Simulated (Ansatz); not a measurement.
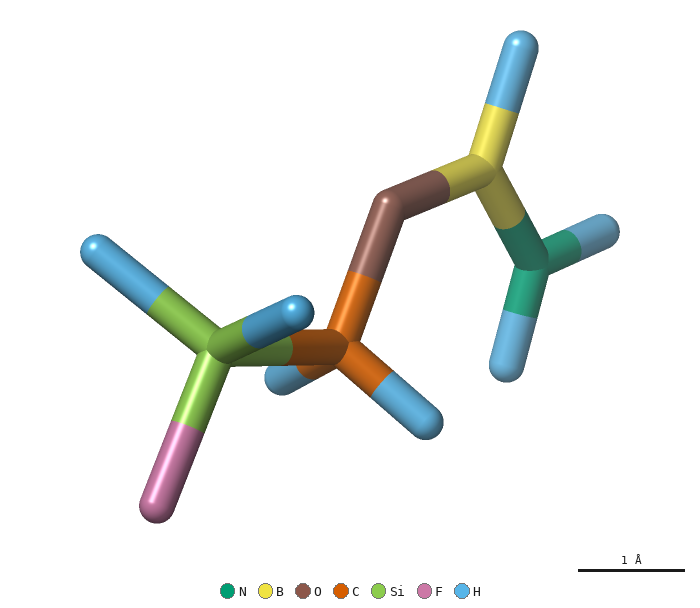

The picture shows the input geometry.

The calculation was set up as follows.

```yaml
crystal:
  periodic: [false, false, false]
  atoms:
    - {symbol: N, position_ang: [-0.457290, -2.349331, 0.191442]}
    - {symbol: B, position_ang: [-0.084647, -1.402863, 1.153059]}
    - {symbol: O, position_ang: [0.144161, -0.085184, 0.856862]}
    - {symbol: C, position_ang: [0.010092, 0.398575, -0.469732]}
    - {symbol: Si, position_ang: [0.396100, 2.234483, -0.381551]}
    - {symbol: F, position_ang: [0.257937, 2.849281, -1.857080]}
    - {symbol: H, position_ang: [-0.587260, -2.151714, -0.785597]}
    - {symbol: H, position_ang: [-0.619307, -3.309197, 0.435986]}
    - {symbol: H, position_ang: [0.048833, -1.725974, 2.296820]}
    - {symbol: H, position_ang: [0.703132, -0.111041, -1.152789]}
    - {symbol: H, position_ang: [-1.005991, 0.235728, -0.854139]}
    - {symbol: H, position_ang: [-0.571796, 2.928098, 0.500193]}
    - {symbol: H, position_ang: [1.786334, 2.454338, 0.081424]}
basis:
  gaussian: {orbitals: def2-TZVPP}
correlation: {method: ccsd_t}
```

It was started with:

```sh
ansatz run in.yaml --threads 2 --pin off --events-out ev --progress --plain --max-ram 22528MiB --backend cuda --devices 0, --max-vram 18GiB
```

Output:

```
Functional definition: HF
  name "HF"
  cite "Fock, Z. Phys. 61, 126 (1930) doi:10.1007/BF01340294"
  parent pbe
  exchange = exact_x
  correlation = 0
1761 factors; integrals over basis functions are off by at most 1.2e-3 eV
mean field evaluation 1: about -15902.5347 eV, gradient 4.9e1 eV
mean field evaluation 2: about -15902.8205 eV, gradient 4.9e1 eV
mean field evaluation 4: about -15907.7409 eV, gradient 4.3e0 eV
mean field evaluation 8: about -15907.8102 eV, gradient 3.1e-1 eV
mean field evaluation 16: about -15902.5360 eV, gradient 4.9e1 eV
mean field -15907.81048887 eV, -584.6012527649 hartree, gradient 1.4e-6 eV, S^2 0.000000; 0 other end points of the search recorded, 0 dependent functions left out
10 core orbitals not correlated: weight in the atoms' cores, before any rotation towards them, 1.000 or more for the frozen orbitals, at most 0.000 for the correlated occupied ones
reference -15907.81048887 eV, -584.6012527649 hartree; 18, 18 occupied and 267, 267 virtual orbitals, 1761 factors
second order -29.64589299 eV of doubles, -0.00000000 eV of singles
cycle   1  -29.97725831 eV  change   -3.3e-1 eV  update   1.1e-1
cycle   2  -30.65704217 eV  change   -6.8e-1 eV  update   3.3e-2
cycle   3  -30.81569453 eV  change   -1.6e-1 eV  update   1.7e-2
cycle   4  -30.79805051 eV  change    1.8e-2 eV  update   4.0e-3
cycle   5  -30.79645339 eV  change    1.6e-3 eV  update   1.8e-3
cycle   6  -30.79742143 eV  change   -9.7e-4 eV  update   5.2e-4
cycle   7  -30.79702883 eV  change    3.9e-4 eV  update   1.6e-4
cycle   8  -30.79694587 eV  change    8.3e-5 eV  update   4.9e-5
cycle   9  -30.79696207 eV  change   -1.6e-5 eV  update   1.7e-5
perturbative correction -1.08825125 eV, -0.0399924958 hartree
Total energy: -15939.69570219 eV, -585.7730127418 hartree
```
